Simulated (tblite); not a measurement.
# C₇H₇Cl: geometry relaxation (part 1 of 2)

C₇H₇Cl, SMILES C[C@]12C=C[C@@]1(Cl)C=C2, computed with GFN2-xTB geometry optimisation, gas phase (tblite 0.8.0).

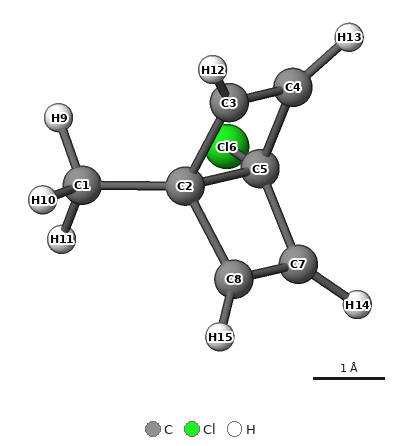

The structure as given in the input (ball-and-stick view, seen at a tilt; atoms are numbered from 1 in the order of the input). Bond lengths as drawn: C–C 1.35 to 1.55 Å, C–Cl 1.77 Å and C–H 1.08 to 1.11 Å.

### Input
```
{"job": {"kind": "relax", "xc": "GFN2-xTB", "basis": "xTB"}, "charge": 0, "multiplicity": 1}
C     -1.231200     1.276500    -0.223500
C     -0.265100     0.231600     0.220500
C      1.024000     0.675400     0.924900
C      1.815900     0.002400     0.070100
C      0.661300    -0.558800    -0.743700
Cl     0.621400    -0.265900    -2.492800
C      0.001500    -1.806600    -0.190300
C     -0.796000    -1.122000     0.660400
H     -0.730100     2.103300    -0.732800
H     -1.786500     1.698600     0.635700
H     -1.984600     0.866000    -0.917700
H      1.192000     1.312200     1.784600
H      2.886500    -0.129400     0.007000
H      0.146000    -2.864300    -0.407400
H     -1.559500    -1.410900     1.383000
```

The first line tells a small driver script what to run in tblite; the rest is the geometry in Å.

Hardware: 1 CPU thread, shared host.

Run as:
```bash
OMP_NUM_THREADS=1 python <driver script> task.json out
```

### Output
```
step      E/eV     max force
  0    -625.70021    1.154
  1    -625.74533    0.663
  2    -625.76295    0.297
  3    -625.77010    0.230
  4    -625.77629    0.143
  5    -625.77757    0.125
  6    -625.78020    0.216
  7    -625.78236    0.228
  8    -625.78552    0.161
  9    -625.78732    0.107
 10    -625.78835    0.072
 11    -625.78893    0.061
 12    -625.78944    0.073
 13    -625.78989    0.071
 14    -625.79023    0.045
 15    -625.79051    0.044
 16    -625.79077    0.048
 17    -625.79095    0.031
 18    -625.79103    0.018
 19    -625.79107    0.018
 20    -625.79110    0.015
 21    -625.79113    0.016
 22    -625.79115    0.010
```

### Trajectory as extended XYZ (Å, eV, eV/Å), 23 frames, from step=0 to step=22
```
15
Properties=species:S:1:pos:R:3:forces:R:3 step=0 energy=-625.70021
C    -1.2312    1.2765   -0.2235   -0.9710   0.6050  -0.1530
C    -0.2651    0.2316    0.2205    0.0410   0.2180   0.5370
C     1.0240    0.6754    0.9249    0.2290  -0.4970  -0.7210
C     1.8159    0.0024    0.0701   -0.2860   0.4410   0.5390
C     0.6613   -0.5588   -0.7437    0.1530  -0.0140   0.0670
Cl    0.6214   -0.2659   -2.4928    0.1090  -0.1650   0.3740
C     0.0015   -1.8066   -0.1903   -0.6900   0.1290   0.5470
C    -0.7960   -1.1220    0.6604    0.4980  -0.7320  -0.6300
H    -0.7301    2.1033   -0.7328    0.0460  -0.1660   0.0830
H    -1.7865    1.6986    0.6357    0.3350  -0.2400  -0.2960
H    -1.9846    0.8660   -0.9177    0.3770   0.0370   0.2520
H     1.1920    1.3122    1.7846   -0.0790  -0.3110  -0.2500
H     2.8865   -0.1294    0.0070   -0.2740  -0.0560  -0.1180
H     0.1460   -2.8643   -0.4074    0.0120   0.5550   0.0700
H    -1.5595   -1.4109    1.3830    0.5000   0.1960  -0.2980
15
Properties=species:S:1:pos:R:3:forces:R:3 step=1 energy=-625.74533
C    -1.2451    1.2851   -0.2257   -0.1350   0.1410   0.0050
C    -0.2645    0.2347    0.2281   -0.2390   0.1930   0.1460
C     1.0273    0.6683    0.9146   -0.3930   0.3520   0.4020
C     1.8118    0.0087    0.0778    0.4490  -0.2770  -0.3440
C     0.6635   -0.5590   -0.7428    0.0250  -0.0140   0.1290
Cl    0.6229   -0.2682   -2.4875    0.1090  -0.1590   0.3230
C    -0.0084   -1.8048   -0.1825    0.2720  -0.3770  -0.4010
C    -0.7889   -1.1324    0.6514   -0.3610   0.1700   0.3470
H    -0.7294    2.1009   -0.7316    0.0310  -0.0680   0.0330
H    -1.7817    1.6952    0.6314    0.0700  -0.0400  -0.0150
H    -1.9792    0.8665   -0.9141    0.0970  -0.0650   0.0310
H     1.1909    1.3077    1.7810   -0.0800  -0.3910  -0.3630
H     2.8826   -0.1302    0.0054   -0.2980  -0.0260  -0.0750
H     0.1461   -2.8564   -0.4064   -0.0080   0.4260   0.0650
H    -1.5523   -1.4081    1.3787    0.4620   0.1330  -0.2840
15
Properties=species:S:1:pos:R:3:forces:R:3 step=2 energy=-625.76295
C    -1.2517    1.2900   -0.2264    0.2090  -0.0640   0.0360
C    -0.2675    0.2384    0.2327   -0.1750   0.0180  -0.0220
C     1.0232    0.6705    0.9164   -0.0670  -0.0680  -0.1250
C     1.8164    0.0072    0.0759   -0.2600   0.0080   0.0060
C     0.6646   -0.5593   -0.7407   -0.0590   0.0060   0.2090
Cl    0.6249   -0.2712   -2.4813    0.1030  -0.1390   0.2350
C    -0.0082   -1.8091   -0.1851    0.0550   0.2790  -0.0850
C    -0.7912   -1.1338    0.6529    0.1040   0.1820  -0.1000
H    -0.7288    2.0992   -0.7308    0.0310   0.0000  -0.0010
H    -1.7791    1.6935    0.6298   -0.0770   0.0740   0.1390
H    -1.9760    0.8658   -0.9124   -0.0410  -0.1040  -0.0740
H     1.1894    1.3010    1.7750   -0.0390  -0.1780  -0.0870
H     2.8773   -0.1308    0.0038    0.0020  -0.0620  -0.0870
H     0.1461   -2.8479   -0.4052    0.0480   0.0280  -0.0260
H    -1.5437   -1.4053    1.3734    0.1650   0.0200  -0.0170
15
Properties=species:S:1:pos:R:3:forces:R:3 step=3 energy=-625.77010
C    -1.2506    1.2905   -0.2260    0.0740  -0.0550   0.0320
C    -0.2709    0.2397    0.2338   -0.0430  -0.0190  -0.0440
C     1.0211    0.6700    0.9149   -0.0770  -0.0660  -0.1090
C     1.8137    0.0070    0.0756   -0.1370  -0.0020   0.0170
C     0.6640   -0.5593   -0.7370   -0.0800   0.0530   0.0790
Cl    0.6270   -0.2741   -2.4760    0.1010  -0.1220   0.1670
C    -0.0075   -1.8062   -0.1870    0.0140   0.1990  -0.0170
C    -0.7902   -1.1316    0.6517    0.0960   0.1380  -0.1070
H    -0.7282    2.0987   -0.7306    0.0420   0.0200  -0.0120
H    -1.7795    1.6941    0.6313   -0.0570   0.0620   0.0890
H    -1.9757    0.8641   -0.9130   -0.0090  -0.0680  -0.0380
H     1.1884    1.2964    1.7719   -0.0240  -0.1010   0.0050
H     2.8758   -0.1319    0.0020   -0.0430  -0.0540  -0.0790
H     0.1468   -2.8451   -0.4052    0.0540   0.0200  -0.0320
H    -1.5388   -1.4043    1.3717    0.0900  -0.0050   0.0470
15
Properties=species:S:1:pos:R:3:forces:R:3 step=4 energy=-625.77629
C    -1.2502    1.2907   -0.2251   -0.0490   0.0130   0.0120
C    -0.2750    0.2410    0.2345    0.0510   0.0260  -0.0830
C     1.0158    0.6686    0.9115    0.0140  -0.0240  -0.0160
C     1.8100    0.0061    0.0751   -0.0560   0.0070   0.0410
C     0.6614   -0.5575   -0.7320   -0.0320   0.0830  -0.1120
Cl    0.6322   -0.2807   -2.4656    0.0900  -0.0800  -0.0020
C    -0.0065   -1.8000   -0.1896    0.0070  -0.0280   0.0120
C    -0.7876   -1.1264    0.6484   -0.0550   0.0250   0.0360
H    -0.7262    2.0985   -0.7306    0.0170   0.0030   0.0030
H    -1.7806    1.6958    0.6344   -0.0230   0.0330   0.0050
H    -1.9746    0.8608   -0.9139    0.0160  -0.0180   0.0060
H     1.1866    1.2884    1.7684   -0.0180  -0.0120   0.1040
H     2.8715   -0.1345   -0.0020   -0.0430  -0.0470  -0.0640
H     0.1489   -2.8398   -0.4058    0.0540   0.0370  -0.0320
H    -1.5302   -1.4029    1.3704    0.0270  -0.0170   0.0900
15
Properties=species:S:1:pos:R:3:forces:R:3 step=5 energy=-625.77757
C    -1.2507    1.2910   -0.2247   -0.0510   0.0330   0.0010
C    -0.2752    0.2418    0.2334    0.0210   0.0230  -0.0560
C     1.0150    0.6680    0.9106   -0.0150   0.0410   0.0750
C     1.8082    0.0060    0.0756    0.0400  -0.0330  -0.0200
C     0.6605   -0.5560   -0.7326   -0.0290   0.0390  -0.0930
Cl    0.6346   -0.2832   -2.4635    0.0860  -0.0640  -0.0640
C    -0.0060   -1.7993   -0.1900   -0.0390   0.0290   0.0600
C    -0.7880   -1.1249    0.6484    0.0070  -0.0210  -0.0210
H    -0.7255    2.0984   -0.7305    0.0030  -0.0010   0.0080
H    -1.7812    1.6966    0.6351   -0.0150   0.0240  -0.0110
H    -1.9742    0.8598   -0.9140    0.0140  -0.0060   0.0120
H     1.1859    1.2864    1.7692   -0.0210  -0.0190   0.0910
H     2.8700   -0.1357   -0.0038   -0.0600  -0.0410  -0.0540
H     0.1502   -2.8382   -0.4064    0.0550   0.0140  -0.0340
H    -1.5279   -1.4028    1.3715    0.0040  -0.0180   0.1060
15
Properties=species:S:1:pos:R:3:forces:R:3 step=6 energy=-625.78020
C    -1.2525    1.2924   -0.2238   -0.0450   0.0570  -0.0250
C    -0.2759    0.2441    0.2297   -0.0320   0.0330   0.0440
C     1.0126    0.6680    0.9109    0.0150   0.0200   0.0550
C     1.8053    0.0048    0.0758    0.0300  -0.0030  -0.0220
C     0.6577   -0.5520   -0.7355    0.0130  -0.0400   0.0040
Cl    0.6422   -0.2906   -2.4604    0.0730  -0.0290  -0.2010
C    -0.0062   -1.7959   -0.1896    0.0010  -0.0270  -0.0030
C    -0.7883   -1.1222    0.6474   -0.0320  -0.0230   0.0450
H    -0.7242    2.0983   -0.7300   -0.0280   0.0030   0.0100
H    -1.7829    1.6991    0.6366    0.0000   0.0040  -0.0440
H    -1.9731    0.8573   -0.9142    0.0010   0.0240   0.0200
H     1.1838    1.2813    1.7727   -0.0230  -0.0100   0.0930
H     2.8654   -0.1395   -0.0092   -0.0250  -0.0370  -0.0340
H     0.1543   -2.8342   -0.4086    0.0390   0.0290  -0.0190
H    -1.5226   -1.4030    1.3763    0.0140   0.0020   0.0790
15
Properties=species:S:1:pos:R:3:forces:R:3 step=7 energy=-625.78236
C    -1.2545    1.2943   -0.2237   -0.0060   0.0390  -0.0260
C    -0.2765    0.2464    0.2275   -0.0710   0.0100   0.1020
C     1.0118    0.6679    0.9117   -0.0050   0.0390   0.0790
C     1.8030    0.0043    0.0761    0.0480  -0.0060  -0.0520
C     0.6560   -0.5496   -0.7381    0.0170  -0.0770   0.0650
Cl    0.6490   -0.2962   -2.4627    0.0620  -0.0160  -0.2190
C    -0.0062   -1.7944   -0.1893   -0.0250   0.0300   0.0060
C    -0.7895   -1.1206    0.6480    0.0260  -0.0380   0.0080
H    -0.7237    2.0983   -0.7296   -0.0410   0.0220   0.0000
H    -1.7843    1.7012    0.6369   -0.0030   0.0010  -0.0470
H    -1.9724    0.8561   -0.9139   -0.0210   0.0360   0.0100
H     1.1819    1.2781    1.7778   -0.0260  -0.0390   0.0450
H     2.8620   -0.1430   -0.0137   -0.0090  -0.0300  -0.0180
H     0.1581   -2.8313   -0.4107    0.0280   0.0150  -0.0100
H    -1.5191   -1.4034    1.3817    0.0240   0.0160   0.0570
15
Properties=species:S:1:pos:R:3:forces:R:3 step=8 energy=-625.78552
C    -1.2578    1.2979   -0.2237    0.0460  -0.0050  -0.0170
C    -0.2788    0.2501    0.2257   -0.0700  -0.0270   0.1400
C     1.0104    0.6681    0.9141   -0.0110   0.0060   0.0370
C     1.7995    0.0035    0.0758    0.0210   0.0250  -0.0400
C     0.6531   -0.5467   -0.7412    0.0130  -0.0680   0.0880
Cl    0.6620   -0.3065   -2.4702    0.0410  -0.0060  -0.1560
C    -0.0067   -1.7910   -0.1887   -0.0250   0.0370  -0.0210
C    -0.7909   -1.1184    0.6491    0.0510  -0.0320   0.0160
H    -0.7237    2.0991   -0.7290   -0.0510   0.0510  -0.0190
H    -1.7869    1.7047    0.6365   -0.0130   0.0030  -0.0420
H    -1.9718    0.8548   -0.9134   -0.0520   0.0540  -0.0070
H     1.1782    1.2715    1.7871   -0.0230  -0.0650  -0.0090
H     2.8561   -0.1496   -0.0217    0.0220  -0.0160   0.0090
H     0.1651   -2.8258   -0.4143    0.0040   0.0080   0.0090
H    -1.5122   -1.4035    1.3920    0.0470   0.0340   0.0110
15
Properties=species:S:1:pos:R:3:forces:R:3 step=9 energy=-625.78732
C    -1.2593    1.3001   -0.2240    0.0540  -0.0300  -0.0040
C    -0.2811    0.2519    0.2268   -0.0310  -0.0420   0.0930
C     1.0094    0.6680    0.9159   -0.0120  -0.0190   0.0090
C     1.7973    0.0037    0.0753    0.0060   0.0330  -0.0270
C     0.6515   -0.5457   -0.7422    0.0000  -0.0220   0.0450
Cl    0.6711   -0.3133   -2.4775    0.0230  -0.0070  -0.0510
C    -0.0073   -1.7887   -0.1888   -0.0220   0.0270  -0.0260
C    -0.7912   -1.1175    0.6504    0.0590  -0.0250   0.0180
H    -0.7246    2.1005   -0.7289   -0.0490   0.0550  -0.0260
H    -1.7889    1.7071    0.6355   -0.0200   0.0080  -0.0350
H    -1.9723    0.8549   -0.9132   -0.0560   0.0610  -0.0130
H     1.1754    1.2662    1.7932   -0.0150  -0.0680  -0.0270
H     2.8527   -0.1542   -0.0268    0.0290   0.0000   0.0250
H     0.1697   -2.8220   -0.4165   -0.0120  -0.0040   0.0180
H    -1.5069   -1.4030    1.3988    0.0450   0.0320   0.0000
15
Properties=species:S:1:pos:R:3:forces:R:3 step=10 energy=-625.78835
C    -1.2594    1.3008   -0.2242    0.0290  -0.0260   0.0010
C    -0.2827    0.2522    0.2292    0.0080  -0.0290   0.0160
C     1.0087    0.6675    0.9169   -0.0040  -0.0370  -0.0110
C     1.7963    0.0045    0.0746   -0.0020   0.0260  -0.0140
C     0.6506   -0.5454   -0.7421   -0.0070   0.0180  -0.0080
Cl    0.6764   -0.3171   -2.4823    0.0100  -0.0090   0.0310
C    -0.0080   -1.7874   -0.1894   -0.0070   0.0010  -0.0250
C    -0.7904   -1.1176    0.6517    0.0450  -0.0150   0.0230
H    -0.7260    2.1023   -0.7294   -0.0410   0.0370  -0.0200
H    -1.7902    1.7086    0.6341   -0.0190   0.0100  -0.0280
H    -1.9736    0.8562   -0.9133   -0.0410   0.0580  -0.0090
H     1.1737    1.2621    1.7961   -0.0050  -0.0530  -0.0140
H     2.8514   -0.1566   -0.0290    0.0220   0.0120   0.0310
H     0.1719   -2.8199   -0.4173   -0.0190  -0.0140   0.0170
H    -1.5032   -1.4022    1.4025    0.0310   0.0190   0.0090
15
Properties=species:S:1:pos:R:3:forces:R:3 step=11 energy=-625.78893
C    -1.2589    1.3007   -0.2244   -0.0030  -0.0070  -0.0010
C    -0.2833    0.2517    0.2308    0.0240  -0.0070  -0.0380
C     1.0083    0.6665    0.9173    0.0030  -0.0360  -0.0140
C     1.7961    0.0054    0.0739    0.0000   0.0090  -0.0090
C     0.6502   -0.5451   -0.7420   -0.0050   0.0280  -0.0360
Cl    0.6789   -0.3188   -2.4842    0.0020  -0.0070   0.0610
C    -0.0084   -1.7869   -0.1903    0.0060  -0.0140  -0.0160
C    -0.7892   -1.1180    0.6529    0.0280  -0.0070   0.0190
H    -0.7276    2.1039   -0.7300   -0.0310   0.0160  -0.0100
H    -1.7911    1.7093    0.6328   -0.0140   0.0090  -0.0210
H    -1.9750    0.8581   -0.9135   -0.0230   0.0480  -0.0040
H     1.1728    1.2592    1.7970    0.0010  -0.0370   0.0050
H     2.8513   -0.1574   -0.0292    0.0120   0.0200   0.0300
H     0.1724   -2.8193   -0.4172   -0.0200  -0.0200   0.0120
H    -1.5009   -1.4013    1.4042    0.0200   0.0070   0.0220
15
Properties=species:S:1:pos:R:3:forces:R:3 step=12 energy=-625.78944
C    -1.2585    1.3005   -0.2246   -0.0300   0.0150  -0.0060
C    -0.2836    0.2512    0.2315    0.0230   0.0140  -0.0680
C     1.0079    0.6651    0.9174    0.0070  -0.0230  -0.0110
C     1.7961    0.0062    0.0729    0.0040  -0.0100  -0.0050
C     0.6498   -0.5446   -0.7425    0.0020   0.0160  -0.0420
Cl    0.6810   -0.3204   -2.4846   -0.0040  -0.0020   0.0550
C    -0.0087   -1.7866   -0.1913    0.0160  -0.0220  -0.0020
C    -0.7874   -1.1185    0.6541    0.0100   0.0030   0.0090
H    -0.7295    2.1055   -0.7307   -0.0190  -0.0030  -0.0010
H    -1.7922    1.7101    0.6313   -0.0080   0.0060  -0.0090
H    -1.9767    0.8607   -0.9137   -0.0090   0.0330  -0.0010
H     1.1721    1.2559    1.7978    0.0060  -0.0240   0.0220
H     2.8514   -0.1576   -0.0288    0.0040   0.0230   0.0260
H     0.1724   -2.8192   -0.4169   -0.0190  -0.0220   0.0060
H    -1.4985   -1.4005    1.4061    0.0150  -0.0030   0.0280
```
